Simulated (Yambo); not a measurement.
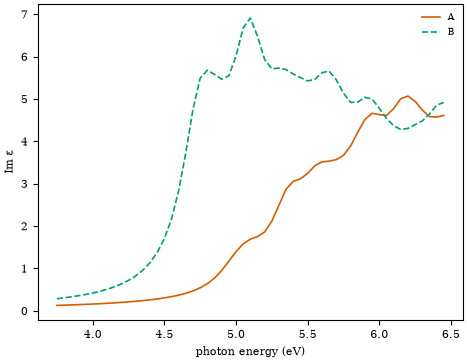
Two computed absorption spectra of CaS (rock salt, space group Fm-3m, No. 225) under isotropic strain of -0.7 % on all lattice vectors (Yambo, PBEsol bands with the same scissor, field along x)

Which curve includes the electron-hole attraction (BSE)?

Curve B: the attraction moves weight to lower energy (centre of the plotted range 5.4 eV against 5.8 eV). Settings: 10×10×10 mesh, 3 valence and 3 conduction bands, static screening with 24 bands and a 4 Ry block, scissor 2.03 eV, Tamm-Dancoff. The scissor comes from a G0W0 run whose convergence isn't established. Broadening 0.15 eV. The band window holds all transitions up to 6.4 eV; the range above that lacks some weight. On this mesh the peak heights and the fine structure are mesh artefacts; only the shift of weight is robust.

Geometry strained from the cell relaxed with PBEsol, atoms relaxed again; primitive cell a = b = c = 3.954 Å, α = β = γ = 60.00°.
